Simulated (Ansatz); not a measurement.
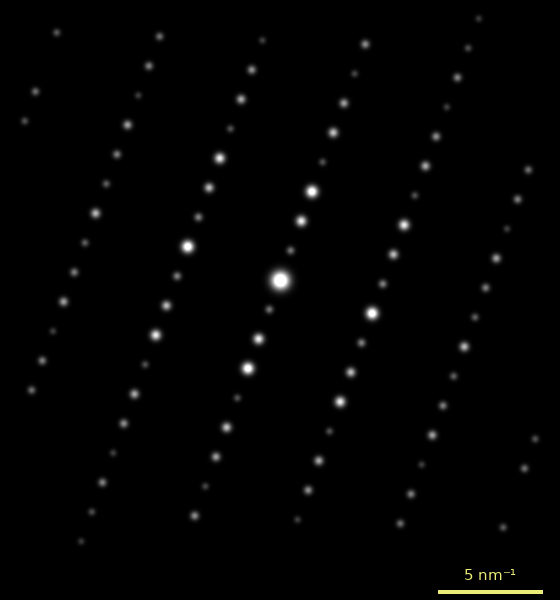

Simulated selected-area electron diffraction pattern (200 kV, kinematic approximation, thin crystal, B = 0.5 Å² for all atoms).

Question: Read the repeat vectors of the pattern off the scale bar.

Answer: The spots form a rectangular net whose two shortest vectors correspond to d = 6.62 Å and 2.12 Å, 90.0° apart.

Question: What is the point symmetry of the pattern, intensities included?

Answer: 2mm. A zero-layer kinematic pattern is always centrosymmetric (Friedel's law).

Question: Which crystal and zone produced it?

Answer: This cannot be fixed from one zone alone; the pattern is [100] of CdSi₂, space group Fmmm (No. 69), a = 3.927 Å, b = 4.232 Å, c = 13.235 Å. The net vectors are 0 0 2 and 0 2 0. Structure: the end point of a relaxation with DFT PBE, scalar-relativistic, plane waves, PAW (Ansatz); the starting structure was generated, so it need not be a known form of this composition.
